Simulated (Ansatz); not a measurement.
C$_{2}$H$_{10}$Si: several calculations on one system

### Relaxation

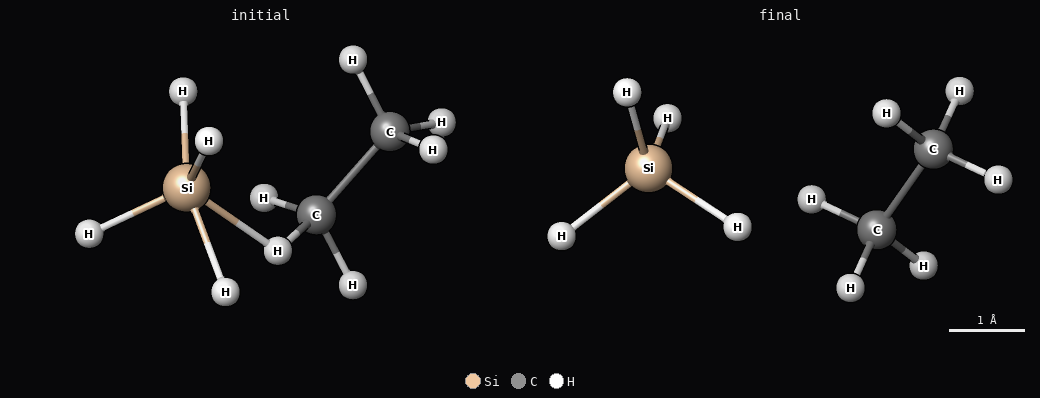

The structure of C₂H₁₀Si (started from a transition state, displaced along its imaginary mode) before (left) and after (right) a relaxation, at one scale.

A ball-and-stick model, seen at a tilt.

All numbers below come from RKS PBE0-D4/def2-TZVP in Ansatz 0.2.0.

The input:
```yaml
crystal:
  periodic: [false, false, false]
  atoms:
    - {symbol: Si, position_ang: [-0.552062, 0.851872, 1.183653]}
    - {symbol: C, position_ang: [0.207335, -0.892356, -0.159643]}
    - {symbol: C, position_ang: [0.447996, -0.246366, -1.512254]}
    - {symbol: H, position_ang: [-1.685691, 0.733198, 0.086795]}
    - {symbol: H, position_ang: [-0.087932, 2.213461, 0.900216]}
    - {symbol: H, position_ang: [-1.330429, 0.434454, 2.389370]}
    - {symbol: H, position_ang: [0.467780, -0.347868, 0.744705]}
    - {symbol: H, position_ang: [0.811227, 0.522266, 1.928994]}
    - {symbol: H, position_ang: [0.956378, -1.642245, 0.088929]}
    - {symbol: H, position_ang: [-0.788737, -1.362917, -0.060227]}
    - {symbol: H, position_ang: [-0.345242, 0.455770, -1.791917]}
    - {symbol: H, position_ang: [1.397535, 0.291041, -1.504013]}
    - {symbol: H, position_ang: [0.501743, -1.010209, -2.294608]}
basis:
  gaussian: {orbitals: def2-TZVP}
hamiltonian: {xc: pbe0, dispersion: d4}
relax: {f_tol: 0.005, max_steps: 200}
```

Launched with:
```bash
ansatz run in.yaml --threads 4 --pin off --events-out ev --progress --plain --max-ram 9574MiB
```

Question: What changed between the two?

Answer: After 26 accepted moves (32 points after the start) the energy has fallen by 2.746 eV. Largest force component: 1.8 eV/Å at the start, 0.0034 eV/Å at the end. The line search rejected the trial steps at points 14, 15, 18, 19, 30, 31 of the run. The forces were under the threshold at step 12, but the run went on from there. H5 moves most after the best rigid fit: 1.55 Å. By element the largest moves are H 1.55 Å, Si 1.00 Å, C 0.78 Å. Near-neighbour distances that change, for instance: Si1–H7 1.635 → 3.688 Å, Si1–C2 2.329 → 4.099 Å, Si1–H8 1.588 → 1.484 Å, Si1–H4 1.582 → 1.484 Å. Bonds break, among them: Si1–H7 (1.63 → 3.69 Å). Bond angles that change, for instance: H4–Si1–H8 157.7° → 109.5°, H5–Si1–H8 90.7° → 109.4°, H7–C2–H9 89.4° → 107.5°.

### Relaxation

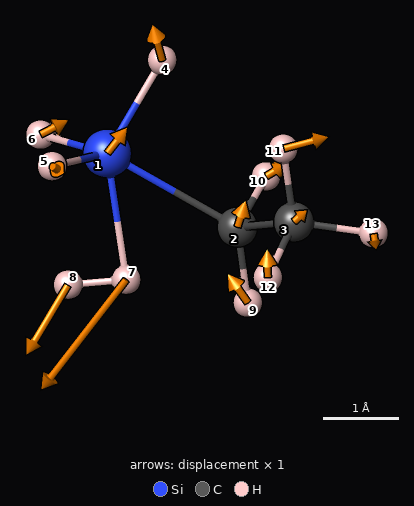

A relaxation of C₂H₁₀Si (started from a transition state, displaced along its imaginary mode). The starting structure is drawn; orange arrows show the displacements, at their true length. The two geometries are superimposed by the best rigid fit.

A ball-and-stick model, seen at a tilt.

All numbers below come from Ansatz, RKS PBE0-D4/def2-TZVP. (force threshold 0.005 eV/Å; at most 200 steps)

Q: Describe the change and its energy.

A: After 28 accepted moves (36 points after the start) the energy has fallen by 203.4 kJ/mol. The largest force component goes from 1.5 to 0.0049 eV/Å. The line search rejected the trial steps at points 10, 12, 20, 22, 27, 28, 30, 31 of the run. The forces were under the threshold at step 19, but the run went on from there. The largest move after the best rigid fit is that of H7, 1.97 Å. Largest moves by element: H 1.97 Å, Si 0.47 Å, C 0.41 Å. Some distances before and after: C2–H7 1.654 → 3.837 Å, Si1–H7 1.733 → 3.848 Å, Si1–H8 1.856 → 3.411 Å, Si1–C2 2.034 → 1.876 Å. Bonds break, among them: Si1–H7 (1.73 → 3.85 Å). Among the angles between lasting bonds that change: C2–Si1–H4 90.2° → 110.4°, Si1–C2–H9 127.5° → 108.1°, Si1–C2–H10 95.8° → 108.1°. Cost: 64 s on 4 threads of Arm Neoverse V1, with other jobs on the host.

### Reaction

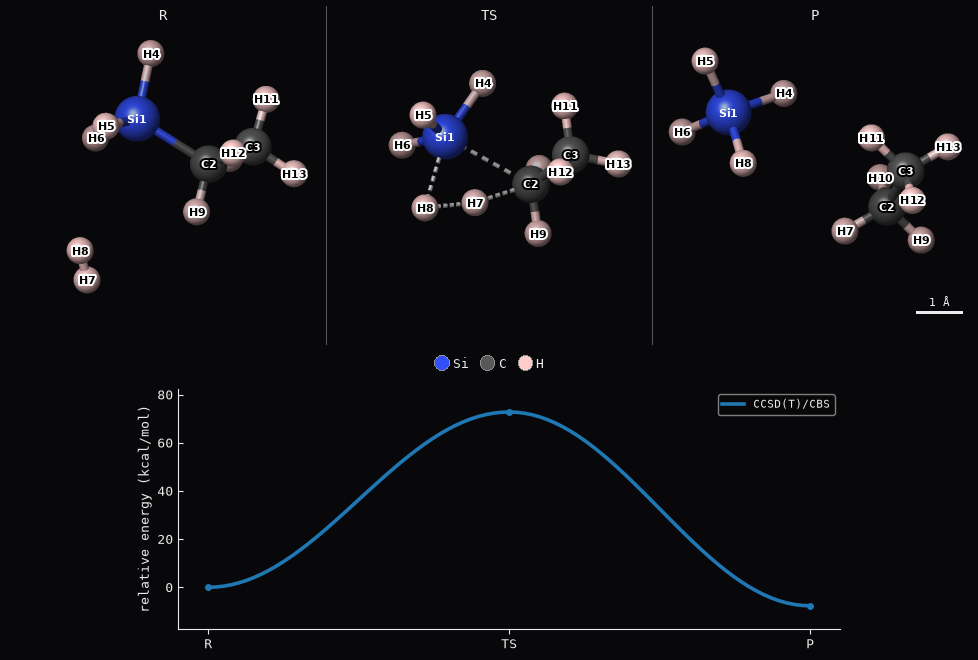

A reaction step of C₂H₁₀Si, with its energy diagram. A ball-and-stick model, seen at a tilt. Dashed sticks mark bonds that form or break.

Stationary points at PBE0-D4/def2-TZVP, single-point energies with CCSD(T)/CBS (def2-TZVPP where no basis is named; Ansatz 0.2.0). The energies are electronic, without zero-point or thermal terms, and both ends are the relaxed geometries reached downhill from the saddle, with any fragments still in contact. CCSD(T)/CBS stands for a frozen-core estimate: MP2 correlation extrapolated from def2-TZVPP and def2-QZVPP, CCSD(T) minus MP2 from the smaller set.

Q: Describe the step and its energetics.

A: Counted by bonded pieces, R holds C₂H₈Si + H₂ and P holds C₂H₆ + SiH₄. From R over the saddle to P, bonds form: Si1–H8 (3.41 → 1.72 → 1.48 Å), C2–H7 (3.84 → 1.36 → 1.09 Å). Bonds break: Si1–C2 (1.88 → 2.18 → 4.10 Å), H7–H8 (0.75 → 1.14 → 2.88 Å). The saddle has one imaginary mode, 1576i cm⁻¹. The end P keeps a soft imaginary mode of 47i cm⁻¹, so it isn't quite a minimum. With CCSD(T)/CBS the barrier is 72.8 kcal/mol from R and 80.5 kcal/mol from P, and P lies 7.7 kcal/mol below R.
